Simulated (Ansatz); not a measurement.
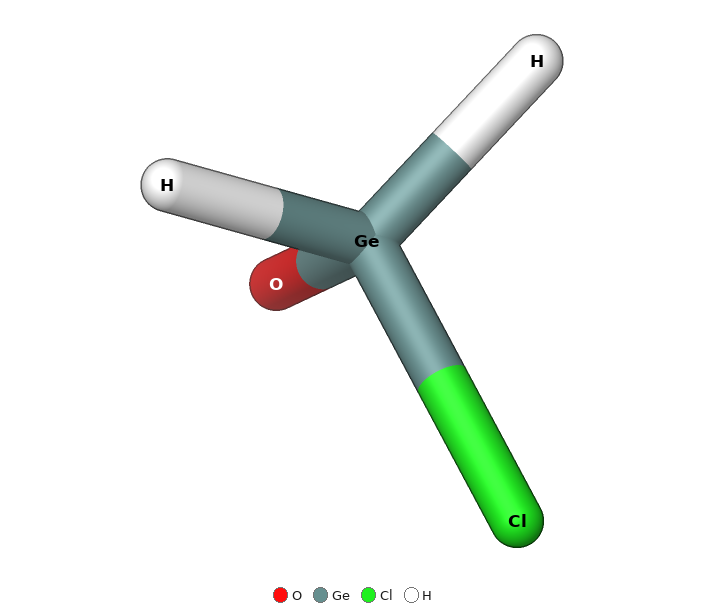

Starting geometry of the run.

The calculation was set up as follows.

```yaml
crystal:
  periodic: [false, false, false]
  atoms:
    - {symbol: O, position_ang: [-0.256203, -0.609746, 1.644641]}
    - {symbol: Ge, position_ang: [0.105636, -0.076806, -0.019533]}
    - {symbol: Cl, position_ang: [-1.366411, 1.316393, -0.807292]}
    - {symbol: H, position_ang: [0.090172, -1.352049, -0.904250]}
    - {symbol: H, position_ang: [1.476706, 0.648608, 0.044934]}
basis:
  gaussian: {orbitals: def2-TZVP}
magnetization: {spin_polarized: true, initial_magnetization: 1}
hamiltonian: {xc: pbe0, dispersion: d4}
relax: {f_tol: 0.005, max_steps: 200}
```

Result (its end):

```
mean field -71107.62618478 eV, -2613.1570638106 hartree, gradient 1.6e-6 eV, S^2 0.754208; 3 other end points of the search recorded, 0 dependent functions left out
the calculation of the forces begins
reference -71107.62621019 eV, -2613.1570647444 hartree; 30, 29 occupied and 98, 99 virtual orbitals, 908 factors
Total energy: -71107.70462672 eV, -2613.1599464985 hartree
Atom 0 at    -0.272400    -0.591762     1.625463 Å, force    -0.000184     0.000065     0.000170 eV/Å
Atom 1 at     0.123724    -0.081159    -0.034462 Å, force    -0.000311     0.000476    -0.000585 eV/Å
Atom 2 at    -1.347107     1.290083    -0.778881 Å, force    -0.000052    -0.000122     0.000329 eV/Å
Atom 3 at     0.081036    -1.343780    -0.899000 Å, force     0.000219    -0.000285    -0.000003 eV/Å
Atom 4 at     1.464647     0.653017     0.045380 Å, force     0.000327    -0.000134     0.000090 eV/Å
Dipole moment:     0.353257    -0.126962    -0.249092 e Å
```
